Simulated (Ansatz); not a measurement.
**Run report: MgSiNH4 (charge −1), geometry relaxation**

- system: MgSiNH4, charge −1
- method: RKS PBE0-D4/def2-TZVPD (Ansatz 0.2.0)

Figures and captions count atoms from 1; the log counts them from 0 in places.

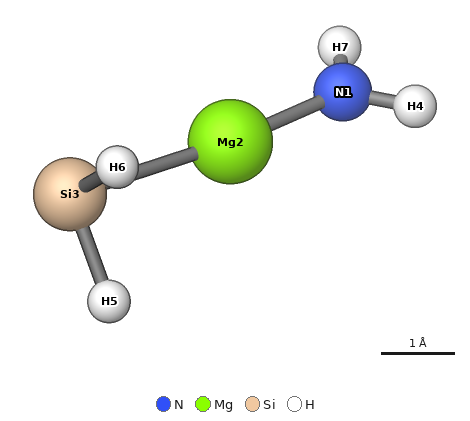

**Figure 1.** The structure as given in the input (ball-and-stick view, seen at a tilt; atoms are numbered from 1 in the order of the input). Sticks mark near contacts. Bond lengths as drawn: H–N 1.03 Å, H–Si 1.56 Å, Mg–N 1.98 Å and Mg–Si 2.59 Å.

Input file
```yaml
crystal:
  periodic: [false, false, false]
  atoms:
    - {symbol: N, position_ang: [-1.508728, -2.401828, -0.225294]}
    - {symbol: Mg, position_ang: [-0.415174, -0.756745, -0.057357]}
    - {symbol: Si, position_ang: [1.267210, 1.190629, 0.209406]}
    - {symbol: H, position_ang: [-2.517170, -2.451461, -0.406200]}
    - {symbol: H, position_ang: [0.644577, 1.867203, -1.055383]}
    - {symbol: H, position_ang: [0.257977, 1.877910, 1.188113]}
    - {symbol: H, position_ang: [-1.173056, -3.368581, -0.152787]}
basis:
  gaussian: {orbitals: def2-TZVPD}
total_charge: -1
hamiltonian: {xc: pbe0, dispersion: d4}
relax: {f_tol: 0.005, max_steps: 200}
```

Hardware: 2 threads of Arm Neoverse V1, 23 GiB of memory available, shared host.

Launch command:
```bash
ansatz run in.yaml --threads 2 --pin off --events-out ev --progress --plain --max-ram 4352MiB
```

Log
```
Functional definition: PBE0
  name "PBE0"
  cite "Adamo & Barone, J. Chem. Phys. 110, 6158 (1999) doi:10.1063/1.478522"
  cite "Perdew, Burke & Ernzerhof, Phys. Rev. Lett. 77, 3865 (1996) doi:10.1103/PhysRevLett.77.3865"
  parent pbe
  parameter a = 0.25
  parameter kappa = 0.804
  parameter beta = 0.06672455060314922
  exchange = (1 - a)*pbe_x(kappa = kappa, mu = beta*pi^2/3) + a*exact_x
  correlation = pbe_c(beta = beta)
987 factors; their error is unknown
mean field evaluation 1: about -14867.4317 eV, gradient 3.5e1 eV
mean field evaluation 2: about -14862.7026 eV, gradient 5.6e1 eV
mean field evaluation 4: about -14870.5864 eV, gradient 2.8e0 eV
mean field evaluation 8: about -14870.6218 eV, gradient 2.9e-2 eV
mean field evaluation 16: about -14870.6685 eV, gradient 1.3e-5 eV
mean field -14870.66854222 eV, -546.4869892252 hartree, gradient 1.3e-5 eV, S^2 0.000000; 0 other end points of the search recorded, 0 dependent functions left out
the calculation of the forces begins
reference -14870.66859015 eV, -546.4869909867 hartree; 19, 19 occupied and 132, 132 virtual orbitals, 987 factors
relax step   1: F+E_penalty+E_count = -14870.77707767 eV  Δ(F+E_penalty+E_count) = +0.000e0 eV  max|allowed force component| = 5.468e-1 eV/Å  Δτ_max = 0.0000 Å  (28 SCF iters, accepted)
these checks for a lower state are left out or cut short: starts, cluster_reference, orbital_swaps, neighbouring_geometries, increment
987 factors; their error is unknown
mean field -14870.68427951 eV, -546.4875675603 hartree, gradient 1.3e-5 eV, S^2 0.000000; 0 other end points of the search recorded, 0 dependent functions left out
the calculation of the forces begins
reference -14870.68432743 eV, -546.4875693211 hartree; 19, 19 occupied and 132, 132 virtual orbitals, 987 factors
relax step   2: F+E_penalty+E_count = -14870.79329293 eV  Δ(F+E_penalty+E_count) = -1.622e-2 eV  max|allowed force component| = 1.585e-1 eV/Å  Δτ_max = 0.0300 Å  (32 SCF iters, accepted)
these checks for a lower state are left out or cut short: starts, cluster_reference, orbital_swaps, neighbouring_geometries, increment
987 factors; their error is unknown
mean field -14870.68618915 eV, -546.4876377381 hartree, gradient 1.3e-5 eV, S^2 0.000000; 0 other end points of the search recorded, 0 dependent functions left out
the calculation of the forces begins
reference -14870.68623703 eV, -546.4876394976 hartree; 19, 19 occupied and 132, 132 virtual orbitals, 987 factors
relax step   3: F+E_penalty+E_count = -14870.79534548 eV  Δ(F+E_penalty+E_count) = -2.053e-3 eV  max|allowed force component| = 1.306e-2 eV/Å  Δτ_max = 0.0184 Å  (32 SCF iters, accepted)
these checks for a lower state are left out or cut short: starts, cluster_reference, orbital_swaps, neighbouring_geometries, increment
987 factors; their error is unknown
mean field evaluation 32: about -14870.6343 eV, gradient 1.4e0 eV
mean field -14870.68641649 eV, -546.4876460928 hartree, gradient 1.3e-5 eV, S^2 0.000000; 0 other end points of the search recorded, 0 dependent functions left out
the calculation of the forces begins
reference -14870.68646434 eV, -546.4876478511 hartree; 19, 19 occupied and 132, 132 virtual orbitals, 987 factors
relax step   4: F+E_penalty+E_count = -14870.79559263 eV  Δ(F+E_penalty+E_count) = -2.472e-4 eV  max|allowed force component| = 1.394e-2 eV/Å  Δτ_max = 0.0201 Å  (31 SCF iters, accepted)
these checks for a lower state are left out or cut short: starts, cluster_reference, orbital_swaps, neighbouring_geometries, increment
987 factors; their error is unknown
mean field -14870.68644911 eV, -546.4876472917 hartree, gradient 1.3e-5 eV, S^2 0.000000; 0 other end points of the search recorded, 0 dependent functions left out
the calculation of the forces begins
reference -14870.68649696 eV, -546.4876490500 hartree; 19, 19 occupied and 132, 132 virtual orbitals, 987 factors
relax step   5: F+E_penalty+E_count = -14870.79565276 eV  Δ(F+E_penalty+E_count) = -6.013e-5 eV  max|allowed force component| = 1.669e-2 eV/Å  Δτ_max = 0.0049 Å  (32 SCF iters, accepted)
these checks for a lower state are left out or cut short: starts, cluster_reference, orbital_swaps, neighbouring_geometries, increment
987 factors; their error is unknown
mean field -14870.68623796 eV, -546.4876395320 hartree, gradient 1.3e-5 eV, S^2 0.000000; 0 other end points of the search recorded, 0 dependent functions left out
the calculation of the forces begins
reference -14870.68628581 eV, -546.4876412902 hartree; 19, 19 occupied and 132, 132 virtual orbitals, 987 factors
relax step   6: F+E_penalty+E_count = -14870.79566395 eV  Δ(F+E_penalty+E_count) = -1.119e-5 eV  max|allowed force component| = 1.598e-2 eV/Å  Δτ_max = 0.0214 Å  (31 SCF iters, accepted)
these checks for a lower state are left out or cut short: starts, cluster_reference, orbital_swaps, neighbouring_geometries, increment
987 factors; their error is unknown
mean field -14870.68635211 eV, -546.4876437268 hartree, gradient 1.3e-5 eV, S^2 0.000000; 0 other end points of the search recorded, 0 dependent functions left out
the calculation of the forces begins
reference -14870.68639994 eV, -546.4876454846 hartree; 19, 19 occupied and 132, 132 virtual orbitals, 987 factors
relax step   7: F+E_penalty+E_count = -14870.79571964 eV  Δ(F+E_penalty+E_count) = -5.569e-5 eV  max|allowed force component| = 6.278e-3 eV/Å  Δτ_max = 0.0061 Å  (32 SCF iters, accepted)
these checks for a lower state are left out or cut short: starts, cluster_reference, orbital_swaps, neighbouring_geometries, increment
987 factors; their error is unknown
mean field evaluation 64: about -14870.6864 eV, gradient 3.1e-3 eV
mean field -14870.68637131 eV, -546.4876444326 hartree, gradient 1.3e-5 eV, S^2 0.000000; 0 other end points of the search recorded, 0 dependent functions left out
the calculation of the forces begins
reference -14870.68641916 eV, -546.4876461907 hartree; 19, 19 occupied and 132, 132 virtual orbitals, 987 factors
relax step   8: F+E_penalty+E_count = -14870.79572439 eV  Δ(F+E_penalty+E_count) = -4.750e-6 eV  max|allowed force component| = 5.584e-3 eV/Å  Δτ_max = 0.0037 Å  (31 SCF iters, accepted)
these checks for a lower state are left out or cut short: starts, cluster_reference, orbital_swaps, neighbouring_geometries, increment
987 factors; their error is unknown
mean field -14870.68636373 eV, -546.4876441537 hartree, gradient 9.8e-6 eV, S^2 0.000000; 0 other end points of the search recorded, 0 dependent functions left out
the calculation of the forces begins
reference -14870.68641156 eV, -546.4876459116 hartree; 19, 19 occupied and 132, 132 virtual orbitals, 987 factors
relax step   9: F+E_penalty+E_count = -14870.79573630 eV  Δ(F+E_penalty+E_count) = -1.191e-5 eV  max|allowed force component| = 1.514e-3 eV/Å  Δτ_max = 0.0023 Å  (25 SCF iters, accepted)
```

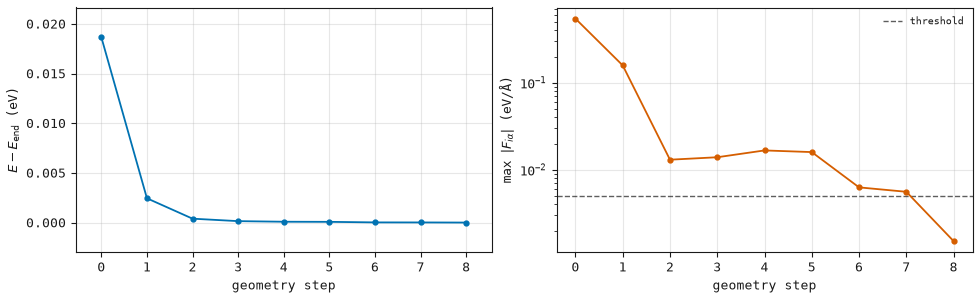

**Figure 2.** Progress of the relaxation, step by step (the first geometry is step 0 here and step 1 in the log).

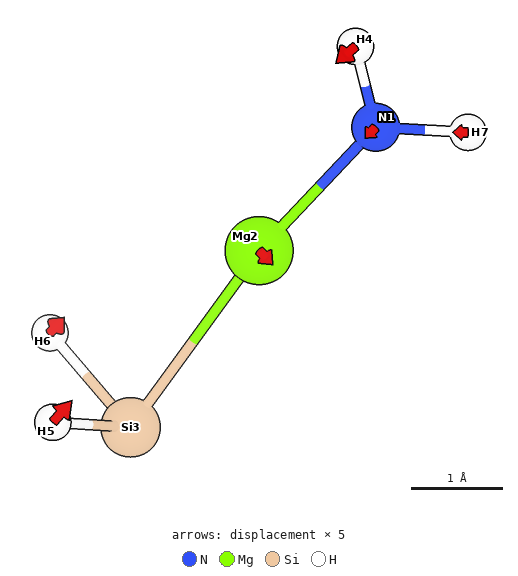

**Figure 3.** The starting structure with the displacements as red arrows, magnified 5 times (ball-and-stick view, seen at an oblique angle). The two geometries are laid on each other by the best rigid fit. H5 moves most after the best rigid fit: 0.068 Å. By element the largest moves are H 0.068 Å, Mg 0.049 Å, N 0.037 Å, Si 0.013 Å. Distances before and after: N1–Mg2 1.983 → 1.953 Å, Mg2–Si3 2.587 → 2.567 Å, Si3–H5 1.564 → 1.546 Å, N1–H4 1.026 → 1.013 Å. Among the angles that change: N1–Mg2–Si3 172.7° → 175.5°. Over 8 geometry steps the energy falls by 0.019 eV. The largest force component goes from 0.55 to 0.0015 eV/Å. (Atoms are counted from 1 in the order of the input.)

```
987 factors; their error is unknown
mean field -14870.68636373 eV, -546.4876441537 hartree, gradient 1.0e-5 eV, S^2 0.000000; 1 other end points of the search recorded, 0 dependent functions left out
the calculation of the forces begins
reference -14870.68641156 eV, -546.4876459116 hartree; 19, 19 occupied and 132, 132 virtual orbitals, 987 factors
Total energy: -14870.79578414 eV, -546.4916652796 hartree
Atom 0 at    -1.488664    -2.370570    -0.224483 Å, force     0.000382    -0.000142     0.000132 eV/Å
Atom 1 at    -0.371559    -0.777826    -0.049073 Å, force    -0.000485    -0.000685     0.000088 eV/Å
Atom 2 at     1.254665     1.191315     0.210766 Å, force    -0.000626     0.000282    -0.000349 eV/Å
Atom 3 at    -2.486531    -2.395498    -0.396111 Å, force     0.001502    -0.000464     0.000218 eV/Å
Atom 4 at     0.606970     1.811117    -1.049359 Å, force     0.000222    -0.000296     0.000548 eV/Å
Atom 5 at     0.225094     1.833305     1.169612 Å, force     0.000214    -0.000209    -0.000322 eV/Å
Atom 6 at    -1.184338    -3.334716    -0.160854 Å, force    -0.001210     0.001514    -0.000315 eV/Å
Dipole moment:    -0.647502    -0.872898    -0.102294 e Å
```

Trajectory as extended XYZ (Å, eV, eV/Å), 9 frames, from step=1 to step=9
```
7
Properties=species:S:1:pos:R:3:forces:R:3 step=1 energy=-14870.77708
N    -1.5087   -2.4018   -0.2253   -0.1511  -0.2022  -0.0259
Mg   -0.4152   -0.7567   -0.0574   -0.1133  -0.2202  -0.0219
Si    1.2672    1.1906    0.2094   -0.3071   0.1502  -0.0417
H    -2.5172   -2.4515   -0.4062    0.5468  -0.0149   0.0994
H     0.6446    1.8672   -1.0554    0.0869  -0.1110   0.1861
H     0.2580    1.8779    1.1881    0.1547  -0.1115  -0.1507
H    -1.1731   -3.3686   -0.1528   -0.2170   0.5096  -0.0453
7
Properties=species:S:1:pos:R:3:forces:R:3 step=2 energy=-14870.79329
N    -1.4984   -2.3852   -0.2300   -0.0072   0.0065   0.0009
Mg   -0.4068   -0.7573   -0.0628   -0.0955  -0.1585  -0.0089
Si    1.2520    1.1787    0.2092   -0.0638   0.0870  -0.0097
H    -2.4989   -2.4338   -0.4004    0.1406   0.0031   0.0232
H     0.6306    1.8421   -1.0468    0.0289  -0.0327   0.0484
H     0.2503    1.8573    1.1795    0.0448  -0.0393  -0.0410
H    -1.1733   -3.3446   -0.1482   -0.0478   0.1339  -0.0130
7
Properties=species:S:1:pos:R:3:forces:R:3 step=3 energy=-14870.79535
N    -1.4979   -2.3789   -0.2128    0.0041  -0.0022  -0.0049
Mg   -0.4075   -0.7667   -0.0478    0.0055  -0.0065  -0.0096
Si    1.2471    1.1804    0.2056    0.0131  -0.0054   0.0038
H    -2.4907   -2.4253   -0.4060   -0.0111   0.0057   0.0019
H     0.6298    1.8357   -1.0500   -0.0097  -0.0034   0.0020
H     0.2465    1.8484    1.1744   -0.0061   0.0113   0.0028
H    -1.1717   -3.3366   -0.1630    0.0043   0.0005   0.0041
7
Properties=species:S:1:pos:R:3:forces:R:3 step=4 energy=-14870.79559
N    -1.4908   -2.3793   -0.2225    0.0139   0.0068   0.0012
Mg   -0.3894   -0.7749   -0.0509   -0.0005  -0.0058  -0.0005
Si    1.2479    1.1861    0.2088    0.0115  -0.0007   0.0023
H    -2.4874   -2.4069   -0.3992   -0.0126  -0.0075  -0.0015
H     0.6193    1.8265   -1.0492   -0.0052  -0.0009  -0.0005
H     0.2389    1.8482    1.1739   -0.0049   0.0001  -0.0009
H    -1.1829   -3.3425   -0.1603   -0.0021   0.0080   0.0000
7
Properties=species:S:1:pos:R:3:forces:R:3 step=5 energy=-14870.79565
N    -1.4918   -2.3766   -0.2234    0.0167  -0.0002   0.0021
Mg   -0.3847   -0.7763   -0.0502   -0.0066  -0.0016  -0.0016
Si    1.2494    1.1872    0.2091    0.0146  -0.0016   0.0028
H    -2.4886   -2.4067   -0.3991   -0.0076  -0.0034  -0.0008
H     0.6167    1.8234   -1.0490   -0.0056  -0.0009  -0.0030
H     0.2365    1.8454    1.1730   -0.0061  -0.0001   0.0012
H    -1.1819   -3.3391   -0.1599   -0.0054   0.0077  -0.0007
7
Properties=species:S:1:pos:R:3:forces:R:3 step=6 energy=-14870.79566
N    -1.4883   -2.3686   -0.2282   -0.0022  -0.0018   0.0019
Mg   -0.3728   -0.7744   -0.0505    0.0091  -0.0062   0.0031
Si    1.2573    1.1926    0.2116   -0.0063  -0.0160  -0.0013
H    -2.4871   -2.3960   -0.3952    0.0094  -0.0026   0.0006
H     0.6045    1.8058   -1.0489   -0.0010   0.0086  -0.0030
H     0.2242    1.8297    1.1698   -0.0024   0.0061   0.0011
H    -1.1821   -3.3320   -0.1581   -0.0066   0.0118  -0.0024
7
Properties=species:S:1:pos:R:3:forces:R:3 step=7 energy=-14870.79572
N    -1.4889   -2.3706   -0.2239    0.0002  -0.0014  -0.0004
Mg   -0.3712   -0.7781   -0.0492   -0.0011  -0.0008   0.0004
Si    1.2556    1.1909    0.2109   -0.0063   0.0050  -0.0021
H    -2.4867   -2.3954   -0.3964    0.0049  -0.0015   0.0010
H     0.6062    1.8116   -1.0479    0.0042  -0.0034  -0.0042
H     0.2248    1.8335    1.1680    0.0017  -0.0029   0.0060
H    -1.1843   -3.3348   -0.1609   -0.0036   0.0050  -0.0006
7
Properties=species:S:1:pos:R:3:forces:R:3 step=8 energy=-14870.79572
N    -1.4890   -2.3712   -0.2243    0.0020  -0.0009   0.0002
Mg   -0.3722   -0.7783   -0.0492   -0.0033   0.0003  -0.0002
Si    1.2533    1.1913    0.2105    0.0045   0.0000   0.0004
H    -2.4868   -2.3964   -0.3964    0.0009  -0.0001   0.0002
H     0.6084    1.8125   -1.0504   -0.0022   0.0000   0.0053
H     0.2262    1.8346    1.1712   -0.0006   0.0000  -0.0056
H    -1.1844   -3.3353   -0.1608   -0.0013   0.0008  -0.0003
7
Properties=species:S:1:pos:R:3:forces:R:3 step=9 energy=-14870.79574
N    -1.4887   -2.3706   -0.2245    0.0004  -0.0001   0.0001
Mg   -0.3716   -0.7778   -0.0491   -0.0005  -0.0007   0.0001
Si    1.2547    1.1913    0.2108   -0.0006   0.0003  -0.0003
H    -2.4865   -2.3955   -0.3961    0.0015  -0.0005   0.0002
H     0.6070    1.8111   -1.0494    0.0002  -0.0003   0.0005
H     0.2251    1.8333    1.1696    0.0002  -0.0002  -0.0003
H    -1.1843   -3.3347   -0.1609   -0.0012   0.0015  -0.0003
```

Key numbers

```tsv
quantity	value
outcome	converged
total energy	−14870.7958 eV
mean-field energy	−14870.6864 eV
dispersion energy	−0.1094 eV
SCF solution under orbital rotations	stable
largest force (length of the vector) at the end	0.002 eV/Å
wall time	29 s (CPU time 56 s)
peak memory	0.3 GiB
```
